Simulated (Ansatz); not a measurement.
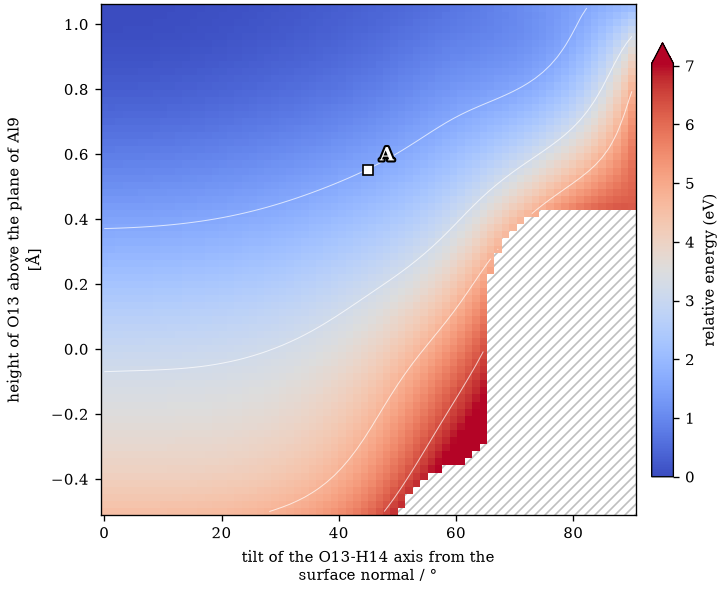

OH on an Al(100) slab cut from the Fm-3m phase, its upper half relaxed before the scan (12 atoms of substrate and one adsorbate in a 2 × 2 cell). OH stands on one site of a rigid substrate while its tilt and height are varied at a fixed bond length; it sits over a hollow of the top layer over the deeper atom Al8, heights counted from the top plane, tilted towards the diagonal of the 1 × 1 surface cell. The first coordinate is: tilt of the O13-H14 axis from the surface normal; the second: height of O13 above the plane of Al9. The scan uses a 7 × 6 grid. At 9 points there is no value (left out of the scan, as a rule where atoms come close). Points are written as (first, second). Energies: eV, counted from the lowest grid point. All numbers below come from Ansatz 0.2.0, DFT PBE, scalar-relativistic, plane waves, PAW. Settings: cutoff 420 eV, k-mesh 5×5×1, gaussian smearing 0.1 eV, spin-polarised.

The picture shows a smooth colour map with a few white contour lines, one colour for all values above the top of the scale, hatched blanks where no value was computed, the point A. Between grid points the surface is interpolated.

**Is A at rest? If not, where is it pushed?**

A, at (45°, 0.55 Å), is not a stationary point. The computed force is 0.033 eV for each degree towards smaller values of the first coordinate and 3.7 eV for each Å towards larger values of the second coordinate.
